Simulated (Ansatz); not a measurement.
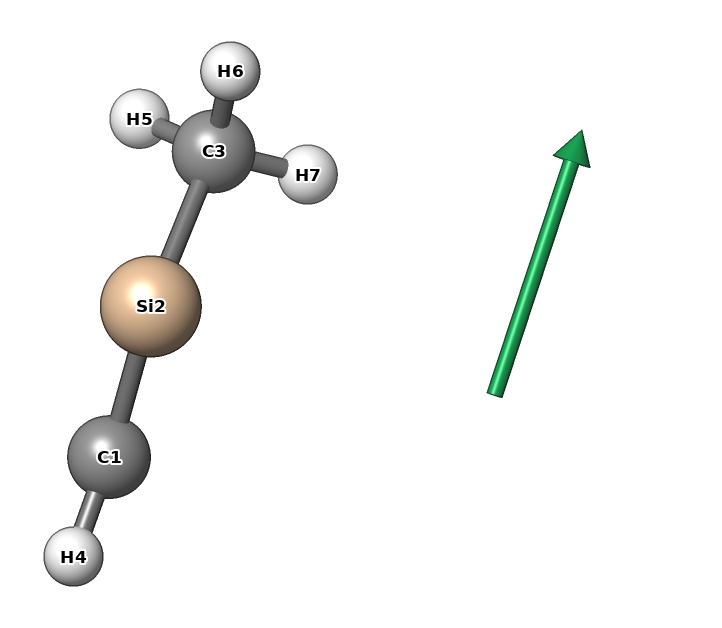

The arrow beside the molecule shows the direction of the dipole moment, from the negative to the positive end (its length means nothing). Computed geometry: PBE0-D4/def2-TZVP optimisation. No frequency run is at hand to confirm it as a minimum. Level of theory: RKS PBE0-D4/def2-TZVP (Ansatz 0.2.0).

Estimate the dipole moment.

2.68 D; it points from the side of H4 to the side of H6 (the outermost atoms at the two ends).
